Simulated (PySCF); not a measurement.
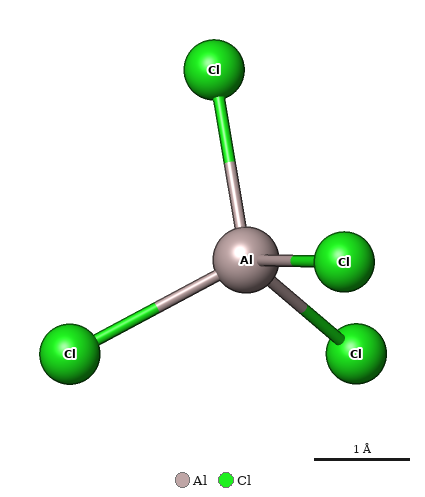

This is the input geometry for a relaxation of AlCl4 (charge −1). A ball-and-stick model, seen at a tilt.

The start comes from GFN2-xTB.

Level of theory: PBE0-D3(BJ)/def2-SVP geometry optimisation, gas phase (PySCF).

```xyz
5

Al   -0.0002    0.0003    0.0008
Cl    0.0097   -0.0173    2.1150
Cl    1.9890    0.0098   -0.7158
Cl   -1.0036    1.7304   -0.6856
Cl   -0.9950   -1.7232   -0.7144
```

Where does the relaxation end?

The largest move after the best rigid fit is that of Cl2, 0.050 Å. By element the largest moves are Cl 0.050 Å, Al 0.004 Å. Among the contacts that change: Al1–Cl2 2.114 → 2.162 Å. After 3 geometry steps the energy has fallen by 0.071 eV. Largest force component: 0.81 eV/Å at the start, 0.0086 eV/Å at the end.

History of the run:

```json
{"step": "0", "E − E(0), eV": "0.0000", "largest force component, eV/Å": "0.8078"}
{"step": "1", "E − E(0), eV": "-0.0661", "largest force component, eV/Å": "0.2055"}
{"step": "2", "E − E(0), eV": "-0.0710", "largest force component, eV/Å": "0.0175"}
{"step": "3", "E − E(0), eV": "-0.0711", "largest force component, eV/Å": "0.0086"}
```

Final geometry:

```xyz
5

Al   -0.0032    0.0004    0.0034
Cl    0.0155   -0.0167    2.1650
Cl    2.0278    0.0084   -0.7290
Cl   -1.0255    1.7693   -0.7041
Cl   -1.0146   -1.7614   -0.7353
```

After the run, drawn alike:

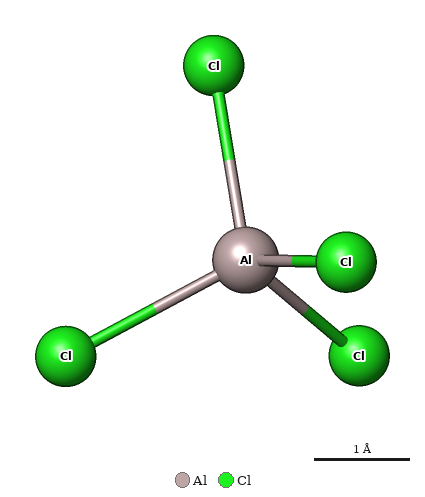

Limits of the set-up: the basis has no diffuse functions, which an anion needs.
